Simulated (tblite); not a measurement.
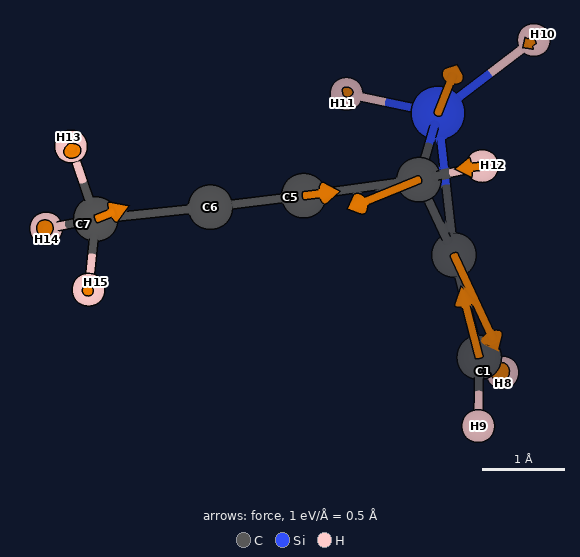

Starting geometry of C6H8Si with the computed forces as orange arrows. The picture is a ball-and-stick view, seen at a tilt.

These are results of GFN2-xTB geometry optimisation, gas phase in tblite, not measurements. 

Is this structure relaxed? If not, where do the atoms go?

It isn't relaxed: the largest force vector, on a C atom, is 3.24 eV/Å. The final displacements have little in common with the starting forces (cosine between the two patterns 0.22). The atom that moves furthest after the best rigid fit is an H atom (0.39 Å). By element the largest moves are H 0.39 Å, Si 0.16 Å, C 0.16 Å. Among the contacts that change: C–Si 1.854 → 1.924 Å, C–C 1.479 → 1.424 Å, C–C 1.352 → 1.314 Å, C–C 1.477 → 1.514 Å. Bond angles that change, for instance: C–C–C 149.7° → 136.0°, C–C–Si 143.3° → 154.8°, Si–C–C 115.2° → 122.6°. The energy falls by 9.12 kcal/mol in 74 geometry steps.
